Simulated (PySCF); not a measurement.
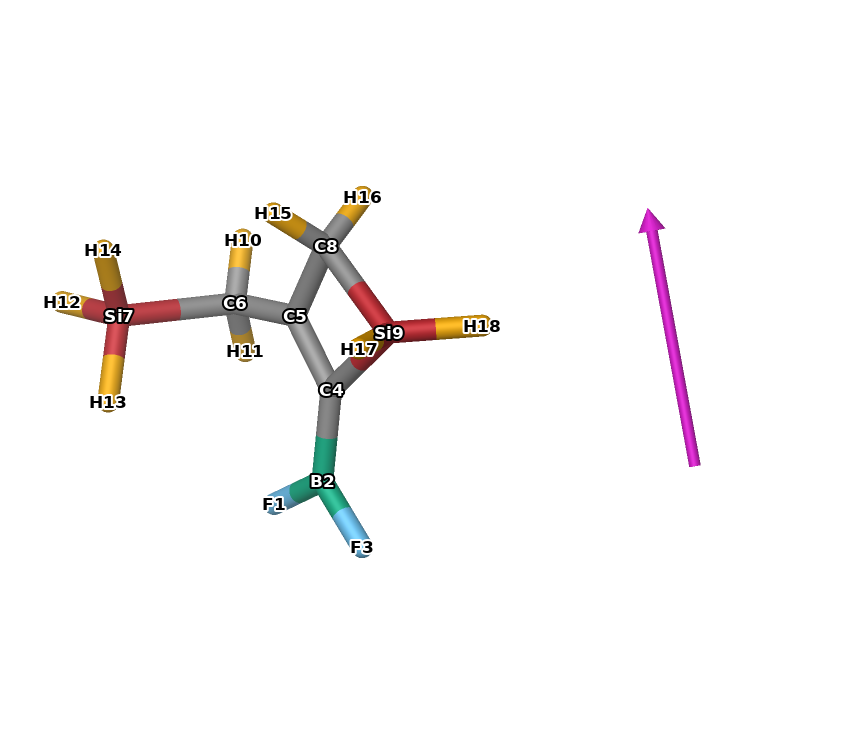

The arrow beside the molecule shows the direction of the dipole moment, from the negative to the positive end (its length means nothing). The geometry was computed by an optimisation with GFN2-xTB. No frequency run is at hand to confirm it as a minimum. Level of theory: PBE0/pcSseg-1, gas phase (PySCF 2.14.0).

Q: Estimate the dipole moment.

A: 3.03 D; it points from the side of F3 to the side of H14, H15, H16 (the outermost atoms at the two ends).

The geometry is semi-empirical. Around B, Si such bond lengths and angles can be off by a tenth of an ångström or more and by several degrees, and values that hang on the shape move with them.
